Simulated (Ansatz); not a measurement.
Molecular dynamics, with input and output: C$_{2}$H$_{3}$OSi (charge +1) (part 1 of 2)

- system: C$_{2}$H$_{3}$OSi, charge +1, SMILES O[CH+]C#[SiH]
- method: RKS PBE0-D4/def2-SVPD (Ansatz 0.2.0)

The run did not end well.

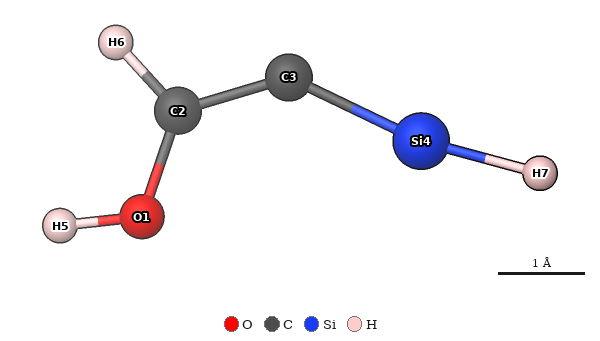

The starting structure (ball-and-stick view, seen on its broad side; atoms are numbered from 1 in the order of the input). Bond lengths as drawn: C–C 1.36 Å, C–H 1.09 Å, C–O 1.31 Å, C–Si 1.73 Å, H–O 0.97 Å and H–Si 1.45 Å.

Input file:
```yaml
crystal:
  periodic: [false, false, false]
  atoms:
    - {symbol: O, position_ang: [-0.832760, 1.245840, 0.335510]}
    - {symbol: C, position_ang: [0.141420, 0.486170, 0.763350]}
    - {symbol: C, position_ang: [0.612990, -0.611070, 0.116890]}
    - {symbol: Si, position_ang: [0.287960, -1.480520, -1.347000]}
    - {symbol: H, position_ang: [-1.046850, 1.993140, 0.917990]}
    - {symbol: H, position_ang: [0.625100, 0.733690, 1.707870]}
    - {symbol: H, position_ang: [0.212140, -2.367250, -2.494610]}
basis:
  gaussian: {orbitals: def2-SVPD}
total_charge: 1
hamiltonian: {xc: pbe0, dispersion: d4}
md: {n_steps: 60, timestep: 0.5, temperature: 1500, ensemble: nve, seed: 538, initial_velocities: maxwell_boltzmann}
```

Launched with:
```bash
ansatz run in.yaml --threads 2 --pin off --events-out ev --progress --plain --max-ram 3481MiB
```

Log:
```
Functional definition: PBE0
  name "PBE0"
  cite "Adamo & Barone, J. Chem. Phys. 110, 6158 (1999) doi:10.1063/1.478522"
  cite "Perdew, Burke & Ernzerhof, Phys. Rev. Lett. 77, 3865 (1996) doi:10.1103/PhysRevLett.77.3865"
  parent pbe
  parameter a = 0.25
  parameter kappa = 0.804
  parameter beta = 0.06672455060314922
  exchange = (1 - a)*pbe_x(kappa = kappa, mu = beta*pi^2/3) + a*exact_x
  correlation = pbe_c(beta = beta)
960 factors; their error is unknown
mean field evaluation 1: about -12001.0381 eV, gradient 8.6e1 eV
mean field evaluation 2: about -11809.1276 eV, gradient 2.3e2 eV
mean field evaluation 4: about -12018.3157 eV, gradient 4.1e1 eV
mean field evaluation 8: about -12022.1031 eV, gradient 3.2e-1 eV
mean field evaluation 16: about -12022.1608 eV, gradient 7.8e-5 eV
mean field -12022.16078360 eV, -441.8062598840 hartree, gradient 1.2e-5 eV, S^2 0.000000; 0 other end points of the search recorded, 0 dependent functions left out
the calculation of the forces begins
reference -12022.16081682 eV, -441.8062611047 hartree; 18, 18 occupied and 93, 93 virtual orbitals, 960 factors
md step     0: t =     0.00 fs  T =  1500.0 K  F+E_penalty+E_count = -12022.25623350 eV  E_kin = 0.969450 eV  conserved = -12021.28678351 eV  (31 SCF iters)
these checks for a lower state are left out or cut short: starts, cluster_reference, orbital_swaps, neighbouring_geometries, increment
960 factors; their error is unknown
mean field -12022.10700910 eV, -441.8042837075 hartree, gradient 2.1e-5 eV, S^2 0.000000; 0 other end points of the search recorded, 0 dependent functions left out
the calculation of the forces begins
reference -12022.10704252 eV, -441.8042849358 hartree; 18, 18 occupied and 93, 93 virtual orbitals, 960 factors
md step     1: t =     0.50 fs  T =  1413.5 K  F+E_penalty+E_count = -12022.20259818 eV  E_kin = 0.913536 eV  conserved = -12021.28906247 eV  (35 SCF iters, 3 dispersion substeps)
[... from here on the SCF iterations and repeated set-up lines of each step are left out, up to the last step ...]
md step     2: t =     1.00 fs  T =  1086.5 K  F+E_penalty+E_count = -12021.98263449 eV  E_kin = 0.702177 eV  conserved = -12021.28045718 eV  (35 SCF iters, 3 dispersion substeps)
md step     3: t =     1.50 fs  T =   751.2 K  F+E_penalty+E_count = -12021.74996143 eV  E_kin = 0.485501 eV  conserved = -12021.26446063 eV  (34 SCF iters, 3 dispersion substeps)
md step     4: t =     2.00 fs  T =   737.7 K  F+E_penalty+E_count = -12021.73936049 eV  E_kin = 0.476775 eV  conserved = -12021.26258598 eV  (34 SCF iters, 3 dispersion substeps)
md step     5: t =     2.50 fs  T =  1082.6 K  F+E_penalty+E_count = -12021.97728860 eV  E_kin = 0.699676 eV  conserved = -12021.27761224 eV  (34 SCF iters, 3 dispersion substeps)
md step     6: t =     3.00 fs  T =  1483.2 K  F+E_penalty+E_count = -12022.24662353 eV  E_kin = 0.958600 eV  conserved = -12021.28802364 eV  (33 SCF iters, 3 dispersion substeps)
md step     7: t =     3.50 fs  T =  1675.9 K  F+E_penalty+E_count = -12022.37039955 eV  E_kin = 1.083150 eV  conserved = -12021.28724916 eV  (34 SCF iters, 3 dispersion substeps)
md step     8: t =     4.00 fs  T =  1622.3 K  F+E_penalty+E_count = -12022.33047289 eV  E_kin = 1.048498 eV  conserved = -12021.28197458 eV  (34 SCF iters, 3 dispersion substeps)
md step     9: t =     4.50 fs  T =  1411.5 K  F+E_penalty+E_count = -12022.18935450 eV  E_kin = 0.912254 eV  conserved = -12021.27710079 eV  (35 SCF iters, 3 dispersion substeps)
md step    10: t =     5.00 fs  T =  1146.8 K  F+E_penalty+E_count = -12022.01500165 eV  E_kin = 0.741199 eV  conserved = -12021.27380314 eV  (34 SCF iters, 3 dispersion substeps)
md step    11: t =     5.50 fs  T =   905.1 K  F+E_penalty+E_count = -12021.85675638 eV  E_kin = 0.584939 eV  conserved = -12021.27181733 eV  (34 SCF iters, 3 dispersion substeps)
md step    12: t =     6.00 fs  T =   734.8 K  F+E_penalty+E_count = -12021.74563447 eV  E_kin = 0.474921 eV  conserved = -12021.27071315 eV  (34 SCF iters, 3 dispersion substeps)
md step    13: t =     6.50 fs  T =   663.9 K  F+E_penalty+E_count = -12021.69931231 eV  E_kin = 0.429084 eV  conserved = -12021.27022877 eV  (34 SCF iters, 3 dispersion substeps)
md step    14: t =     7.00 fs  T =   704.4 K  F+E_penalty+E_count = -12021.72556495 eV  E_kin = 0.455255 eV  conserved = -12021.27031037 eV  (34 SCF iters, 3 dispersion substeps)
md step    15: t =     7.50 fs  T =   853.8 K  F+E_penalty+E_count = -12021.82292762 eV  E_kin = 0.551813 eV  conserved = -12021.27111445 eV  (34 SCF iters, 3 dispersion substeps)
md step    16: t =     8.00 fs  T =  1091.4 K  F+E_penalty+E_count = -12021.97836914 eV  E_kin = 0.705352 eV  conserved = -12021.27301725 eV  (34 SCF iters, 3 dispersion substeps)
md step    17: t =     8.50 fs  T =  1370.2 K  F+E_penalty+E_count = -12022.16211521 eV  E_kin = 0.885565 eV  conserved = -12021.27654989 eV  (33 SCF iters, 3 dispersion substeps)
md step    18: t =     9.00 fs  T =  1608.3 K  F+E_penalty+E_count = -12022.32139030 eV  E_kin = 1.039468 eV  conserved = -12021.28192263 eV  (30 SCF iters, 3 dispersion substeps)
md step    19: t =     9.50 fs  T =  1692.7 K  F+E_penalty+E_count = -12022.38146716 eV  E_kin = 1.093978 eV  conserved = -12021.28748894 eV  (34 SCF iters, 3 dispersion substeps)
md step    20: t =    10.00 fs  T =  1531.0 K  F+E_penalty+E_count = -12022.27704068 eV  E_kin = 0.989514 eV  conserved = -12021.28752664 eV  (34 SCF iters, 3 dispersion substeps)
md step    21: t =    10.50 fs  T =  1178.3 K  F+E_penalty+E_count = -12022.03741737 eV  E_kin = 0.761529 eV  conserved = -12021.27588808 eV  (34 SCF iters, 3 dispersion substeps)
md step    22: t =    11.00 fs  T =   914.7 K  F+E_penalty+E_count = -12021.85330732 eV  E_kin = 0.591199 eV  conserved = -12021.26210844 eV  (34 SCF iters, 3 dispersion substeps)
md step    23: t =    11.50 fs  T =  1013.9 K  F+E_penalty+E_count = -12021.92176439 eV  E_kin = 0.655311 eV  conserved = -12021.26645321 eV  (33 SCF iters, 3 dispersion substeps)
md step    24: t =    12.00 fs  T =  1394.9 K  F+E_penalty+E_count = -12022.18293212 eV  E_kin = 0.901529 eV  conserved = -12021.28140273 eV  (34 SCF iters, 3 dispersion substeps)
md step    25: t =    12.50 fs  T =  1742.9 K  F+E_penalty+E_count = -12022.41398246 eV  E_kin = 1.126436 eV  conserved = -12021.28754642 eV  (34 SCF iters, 3 dispersion substeps)
md step    26: t =    13.00 fs  T =  1874.6 K  F+E_penalty+E_count = -12022.49605264 eV  E_kin = 1.211543 eV  conserved = -12021.28450939 eV  (34 SCF iters, 3 dispersion substeps)
md step    27: t =    13.50 fs  T =  1808.7 K  F+E_penalty+E_count = -12022.44839340 eV  E_kin = 1.168956 eV  conserved = -12021.27943712 eV  (34 SCF iters, 3 dispersion substeps)
md step    28: t =    14.00 fs  T =  1638.7 K  F+E_penalty+E_count = -12022.33486724 eV  E_kin = 1.059109 eV  conserved = -12021.27575870 eV  (34 SCF iters, 3 dispersion substeps)
md step    29: t =    14.50 fs  T =  1445.0 K  F+E_penalty+E_count = -12022.20761990 eV  E_kin = 0.933915 eV  conserved = -12021.27370460 eV  (34 SCF iters, 3 dispersion substeps)
md step    30: t =    15.00 fs  T =  1276.8 K  F+E_penalty+E_count = -12022.09781842 eV  E_kin = 0.825187 eV  conserved = -12021.27263190 eV  (34 SCF iters, 3 dispersion substeps)
md step    31: t =    15.50 fs  T =  1161.2 K  F+E_penalty+E_count = -12022.02253390 eV  E_kin = 0.750501 eV  conserved = -12021.27203250 eV  (34 SCF iters, 3 dispersion substeps)
md step    32: t =    16.00 fs  T =  1113.7 K  F+E_penalty+E_count = -12021.99148089 eV  E_kin = 0.719767 eV  conserved = -12021.27171400 eV  (34 SCF iters, 3 dispersion substeps)
md step    33: t =    16.50 fs  T =  1141.8 K  F+E_penalty+E_count = -12022.00970135 eV  E_kin = 0.737939 eV  conserved = -12021.27176229 eV  (34 SCF iters, 3 dispersion substeps)
md step    34: t =    17.00 fs  T =  1243.6 K  F+E_penalty+E_count = -12022.07622452 eV  E_kin = 0.803718 eV  conserved = -12021.27250647 eV  (33 SCF iters, 3 dispersion substeps)
md step    35: t =    17.50 fs  T =  1399.8 K  F+E_penalty+E_count = -12022.17920140 eV  E_kin = 0.904693 eV  conserved = -12021.27450812 eV  (33 SCF iters, 3 dispersion substeps)
md step    36: t =    18.00 fs  T =  1562.5 K  F+E_penalty+E_count = -12022.28822401 eV  E_kin = 1.009829 eV  conserved = -12021.27839516 eV  (32 SCF iters, 3 dispersion substeps)
md step    37: t =    18.50 fs  T =  1645.4 K  F+E_penalty+E_count = -12022.34744358 eV  E_kin = 1.063435 eV  conserved = -12021.28400834 eV  (33 SCF iters, 3 dispersion substeps)
md step    38: t =    19.00 fs  T =  1540.4 K  F+E_penalty+E_count = -12022.28371185 eV  E_kin = 0.995536 eV  conserved = -12021.28817570 eV  (33 SCF iters, 3 dispersion substeps)
md step    39: t =    19.50 fs  T =  1202.5 K  F+E_penalty+E_count = -12022.06052193 eV  E_kin = 0.777162 eV  conserved = -12021.28336014 eV  (34 SCF iters, 3 dispersion substeps)
these checks for a lower state are left out or cut short: starts, cluster_reference, orbital_swaps, neighbouring_geometries, increment
960 factors; their error is unknown
mean field -12021.68290607 eV, -441.7886982086 hartree, gradient 2.1e-5 eV, S^2 0.000000; 0 other end points of the search recorded, 0 dependent functions left out
the calculation of the forces begins
reference -12021.68294047 eV, -441.7886994728 hartree; 18, 18 occupied and 93, 93 virtual orbitals, 960 factors
md step    40: t =    20.00 fs  T =   793.7 K  F+E_penalty+E_count = -12021.78059379 eV  E_kin = 0.512983 eV  conserved = -12021.26761113 eV  (34 SCF iters, 3 dispersion substeps)
```

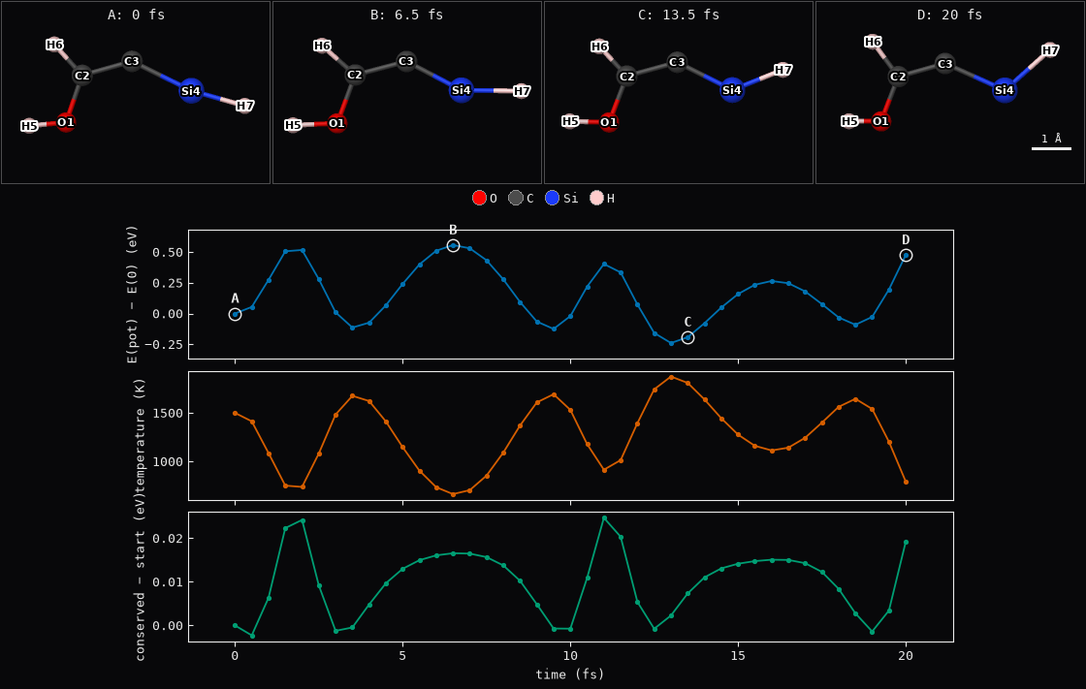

Frames of the molecular dynamics (ball-and-stick, seen at a tilt) above the curves, on which the letters mark them. The trajectory kept here has 41 frames over 20 fs. The temperature starts at 1500 K, ranges from 664 to 1875 K and averages 1363 K over the second half. The potential energy ends 0.476 eV above its first value. The conserved quantity stays within 0.027 eV. After an unweighted best fit of the last frame on the first, the root-mean-square displacement is 0.41 Å, and H7 has moved furthest (0.72 Å).

```
these checks for a lower state are left out or cut short: starts, cluster_reference, orbital_swaps, neighbouring_geometries, increment
960 factors; their error is unknown
Error: SIGTERM received: run cancelled behind 335 evaluations of the mean field
```

Trajectory as extended XYZ (Å, eV, eV/Å), 41 frames, from step=0 to step=40:
```
7
Properties=species:S:1:pos:R:3:forces:R:3 step=0 time_fs=0.0 energy=-12022.25623 temperature=1500.0
O    -0.8328    1.2458    0.3355    0.3050  -0.3312   0.0193
C     0.1414    0.4862    0.7633   -0.1676   0.3211   0.1551
C     0.6130   -0.6111    0.1169   -0.6764  -1.9282  -3.1872
Si    0.2880   -1.4805   -1.3470   -0.0596   2.4387   2.7899
H    -1.0469    1.9931    0.9180    0.1404  -0.1154   0.0589
H     0.6251    0.7337    1.7079    0.0072   0.3314   0.3950
H     0.2121   -2.3672   -2.4946    0.4510  -0.7162  -0.2309
7
Properties=species:S:1:pos:R:3:forces:R:3 step=1 time_fs=0.5 energy=-12022.20260 temperature=1413.5
O    -0.8361    1.2511    0.3379    1.3171  -3.1058  -1.8858
C     0.1450    0.4837    0.7627   -0.7245   0.3195  -0.5079
C     0.6141   -0.6154    0.1145   -0.7046  -1.6541  -2.9346
Si    0.2874   -1.4785   -1.3457   -0.0872   2.1326   2.3902
H    -1.0362    1.9561    0.8891   -0.5660   2.3982   2.0370
H     0.6112    0.7321    1.6967    0.3141   0.4462   0.9173
H     0.2279   -2.3880   -2.4931    0.4511  -0.5366  -0.0163
7
Properties=species:S:1:pos:R:3:forces:R:3 step=2 time_fs=1.0 energy=-12021.98263 temperature=1086.5
O    -0.8392    1.2560    0.3401    2.4286  -6.3574  -4.2088
C     0.1484    0.4814    0.7620   -1.2241   0.2988  -1.1246
C     0.6150   -0.6201    0.1116   -0.7332  -1.3466  -2.6436
Si    0.2869   -1.4763   -1.3443   -0.1106   1.7942   1.9598
H    -1.0270    1.9248    0.8651   -1.3955   5.4052   4.4184
H     0.5980    0.7316    1.6878    0.5919   0.5467   1.3949
H     0.2448   -2.4100   -2.4917    0.4430  -0.3409   0.2040
7
Properties=species:S:1:pos:R:3:forces:R:3 step=3 time_fs=1.5 energy=-12021.74996 temperature=751.2
O    -0.8419    1.2599    0.3416    3.2858  -8.8964  -6.0405
C     0.1516    0.4790    0.7611   -1.6190   0.2819  -1.6010
C     0.6157   -0.6250    0.1082   -0.7575  -1.0194  -2.3237
Si    0.2863   -1.4740   -1.3426   -0.1282   1.4355   1.5150
H    -1.0211    1.9064    0.8517   -2.0114   7.7284   6.2863
H     0.5862    0.7324    1.6821    0.8046   0.6093   1.7473
H     0.2627   -2.4329   -2.4898    0.4257  -0.1394   0.4167
7
Properties=species:S:1:pos:R:3:forces:R:3 step=4 time_fs=2.0 energy=-12021.73936 temperature=737.7
O    -0.8442    1.2624    0.3422    3.4792  -9.2367  -6.2078
C     0.1545    0.4768    0.7598   -1.8727   0.2913  -1.8554
C     0.6164   -0.6301    0.1042   -0.7736  -0.6847  -1.9834
Si    0.2857   -1.4715   -1.3409   -0.1396   1.0672   1.0686
H    -1.0200    1.9065    0.8533   -2.0166   7.8922   6.4639
H     0.5764    0.7347    1.6807    0.9238   0.6119   1.9025
H     0.2816   -2.4561   -2.4869    0.3995   0.0588   0.6116
7
Properties=species:S:1:pos:R:3:forces:R:3 step=5 time_fs=2.5 energy=-12021.97729 temperature=1082.6
O    -0.8459    1.2636    0.3419    3.0046  -7.2517  -4.5748
C     0.1570    0.4746    0.7582   -1.9762   0.3434  -1.8487
C     0.6168   -0.6354    0.0999   -0.7804  -0.3486  -1.6278
Si    0.2851   -1.4690   -1.3390   -0.1457   0.6974   0.6290
H    -1.0237    1.9255    0.8703   -1.4065   5.7705   4.8178
H     0.5688    0.7384    1.6838    0.9387   0.5426   1.8228
H     0.3015   -2.4791   -2.4825    0.3654   0.2464   0.7816
7
Properties=species:S:1:pos:R:3:forces:R:3 step=6 time_fs=3.0 energy=-12022.24662 temperature=1483.2
O    -0.8472    1.2636    0.3408    2.2753  -4.3442  -2.2167
C     0.1591    0.4725    0.7562   -1.9509   0.4429  -1.5993
C     0.6171   -0.6407    0.0952   -0.7796  -0.0107  -1.2582
Si    0.2845   -1.4664   -1.3371   -0.1485   0.3320   0.2002
H    -1.0308    1.9583    0.8989   -0.5808   2.7568   2.4307
H     0.5634    0.7434    1.6913    0.8598   0.4053   1.5207
H     0.3222   -2.5016   -2.4763    0.3247   0.4178   0.9226
7
Properties=species:S:1:pos:R:3:forces:R:3 step=7 time_fs=3.5 energy=-12022.37040 temperature=1675.9
O    -0.8481    1.2630    0.3395    1.6528  -1.8105  -0.1487
C     0.1608    0.4704    0.7538   -1.8371   0.5789  -1.1741
C     0.6173   -0.6461    0.0903   -0.7738   0.3322  -0.8742
Si    0.2839   -1.4637   -1.3351   -0.1501  -0.0246  -0.2160
H    -1.0392    1.9977    0.9334    0.1146   0.1362   0.3271
H     0.5601    0.7494    1.7024    0.7145   0.2183   1.0533
H     0.3437   -2.5230   -2.4678    0.2791   0.5694   1.0327
7
Properties=species:S:1:pos:R:3:forces:R:3 step=8 time_fs=4.0 energy=-12022.33047 temperature=1622.3
O    -0.8488    1.2621    0.3381    1.2487  -0.0727   1.2922
C     0.1621    0.4685    0.7513   -1.6774   0.7298  -0.6605
C     0.6173   -0.6513    0.0853   -0.7650   0.6821  -0.4758
Si    0.2833   -1.4611   -1.3332   -0.1527  -0.3689  -0.6186
H    -1.0474    2.0374    0.9686    0.5791  -1.6758  -1.1489
H     0.5585    0.7559    1.7160    0.5368   0.0069   0.5000
H     0.3659   -2.5431   -2.4569    0.2304   0.6986   1.1115
7
Properties=species:S:1:pos:R:3:forces:R:3 step=9 time_fs=4.5 energy=-12022.18936 temperature=1411.5
O    -0.8493    1.2613    0.3369    1.0307   0.9734   2.1847
C     0.1631    0.4667    0.7486   -1.5059   0.8722  -0.1395
C     0.6171   -0.6565    0.0801   -0.7544   1.0387  -0.0650
Si    0.2827   -1.4585   -1.3314   -0.1575  -0.6975  -1.0056
H    -1.0543    2.0731    1.0010    0.8502  -2.7862  -2.0718
H     0.5582    0.7624    1.7309    0.3567  -0.2044  -0.0626
H     0.3887   -2.5616   -2.4433    0.1802   0.8038   1.1599
7
Properties=species:S:1:pos:R:3:forces:R:3 step=10 time_fs=5.0 energy=-12022.01500 temperature=1146.8
O    -0.8496    1.2605    0.3360    0.9346   1.5516   2.7024
C     0.1638    0.4651    0.7458   -1.3439   0.9872   0.3304
C     0.6168   -0.6614    0.0749   -0.7427   1.3994   0.3542
Si    0.2820   -1.4559   -1.3296   -0.1654  -1.0068  -1.3742
H    -1.0591    2.1022    1.0285    0.9926  -3.4189  -2.6146
H     0.5587    0.7685    1.7456    0.1947  -0.3965  -0.5772
H     0.4119   -2.5781   -2.4270    0.1301   0.8839   1.1788
7
Properties=species:S:1:pos:R:3:forces:R:3 step=11 time_fs=5.5 energy=-12021.85676 temperature=905.1
O    -0.8498    1.2600    0.3356    0.9082   1.8445   2.9866
C     0.1642    0.4637    0.7432   -1.2014   1.0630   0.7161
C     0.6164   -0.6661    0.0698   -0.7304   1.7598   0.7761
Si    0.2814   -1.4535   -1.3279   -0.1767  -1.2925  -1.7201
H    -1.0615    2.1231    1.0498    1.0568  -3.7551  -2.9192
H     0.5597    0.7736    1.7589    0.0618  -0.5575  -1.0091
H     0.4354   -2.5924   -2.4078    0.0817   0.9378   1.1697
```
